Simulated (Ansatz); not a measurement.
## Calibrating MP2/def2-TZVPP on fluorocarbon molecules

The vertical ionisation energy (cation less neutral) in eV of 8 fluorocarbon molecules: x at MP2/def2-TZVPP, y at CCSD(T)/def2-TZVPP. Shapes, held fixed at every level: PBE0-D4/def2-TZVP. Flexible molecules stand in one conformer, not always the lowest. Programs: Ansatz 0.2.0.

```
                          molecule  x (eV)  y (eV)
       C2H2F2 (1,2-difluoroethene)   10.48   10.41
        C3F6 (hexafluoropropylene)   11.05   10.98
C4H3F5 (SMILES FC/C(F)=C\C(F)(F)F)   11.30   11.16
C4H3F5 (SMILES F/C(=C/C(F)F)C(F)F)   11.38   11.24
               C2F2 (SMILES FC#CF)   11.47       ?
      C4F8 (octafluorocyclobutane)   11.93   12.10
      C4H6F4 (SMILES FCC(F)C(F)CF)   12.23   12.19
    C4H6F4 (SMILES CC(F)(F)C(F)CF)   12.37   12.25
```

Problem. Fit y = c + s·x to the known rows and predict y for C2F2.

Solution. 
1. Means of the 7 rows: x = 11.5343, y = 11.476.
2. Σ(Δx)² = 2.7638, Σ(Δx·Δy) = 2.865, so the slope is 2.865/2.7638 = 1.0366.
3. Intercept: 11.476 − (1.0366) × 11.5343 = -0.480. The largest residual of the fit is 0.21.
4. C2F2: -0.480 + 1.0366 × 11.47 = 11.41 eV.

CCSD(T)/def2-TZVPP gives 11.27 eV, so the prediction is off by +0.14 eV, within the largest residual. Uncorrected, MP2/def2-TZVPP misses C2F2 by +0.20 eV, and the other rows by 0.11 on average. The line removes about 30 % of this miss. Left out in turn, the other rows are missed by 0.10 eV on average, hardly better than no correction. Cations run unrestricted.

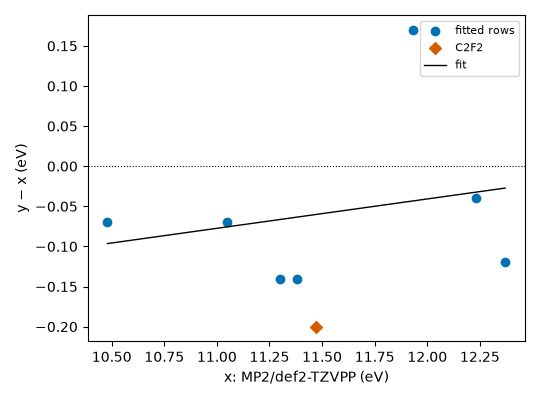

The correction y − x against x, with the fitted line and the withheld molecule.
